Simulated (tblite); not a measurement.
Nudged elastic band, with input and output: CH₁₀As₂Si₂

The run: nudged elastic band of CH₁₀As₂Si₂. Method and program: GFN2-xTB climbing-image nudged elastic band, gas phase (tblite 0.8.0).

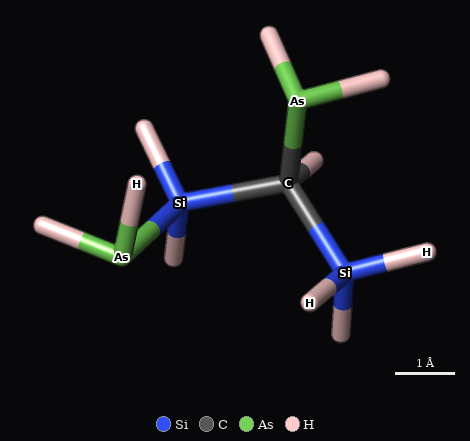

Fig. 1: The input geometry (stick view, seen on its broad side). Bond lengths as drawn: As–C 1.99 Å, As–H 1.50 to 1.51 Å, As–Si 2.32 Å, C–H 1.09 Å, C–Si 1.90 to 1.91 Å and H–Si 1.47 to 1.48 Å.

The input:
```
{"job": {"xc": "GFN2-xTB", "basis": "xTB", "kind": "neb"}, "charge": 0, "multiplicity": 1}
Si    -1.628992    -1.116218    -0.519662
C     -0.700472     0.297167     0.340380
As    -0.421065     1.772945    -0.964846
Si     0.987222    -0.225818     1.055187
As     2.318217    -1.153346    -0.609870
H     -2.905692    -0.619898    -1.054905
H     -0.799728    -1.619196    -1.630338
H     -1.889055    -2.196241     0.440293
H     -1.312354     0.678548     1.161656
H     -0.066348     2.798414     0.090381
H     -1.850389     2.259082    -0.906565
H      0.753386    -1.212633     2.131198
H      1.572148     0.959561     1.722993
H      2.355547     0.141632    -1.377068
H      3.583162    -0.756011     0.099254
```

The first line tells a small driver script what to run in tblite; the rest is the geometry in Å.

Run on 1 CPU thread, shared host.

Launched with:
```bash
OMP_NUM_THREADS=1 python <driver script> task.json out
```

Log:
```
image   E - E0 / eV
  0       0.0000
  1       0.3859
  2       2.7059
  3       0.0635
  4      -0.0025
  5      -0.0267
  6      -0.0327
```

Results in brief:

| quantity | value |
| --- | --- |
| outcome | converged |
| forward barrier | 2.706 eV |
| wall time | 3.8 s |
| peak memory | 0.19 GiB |
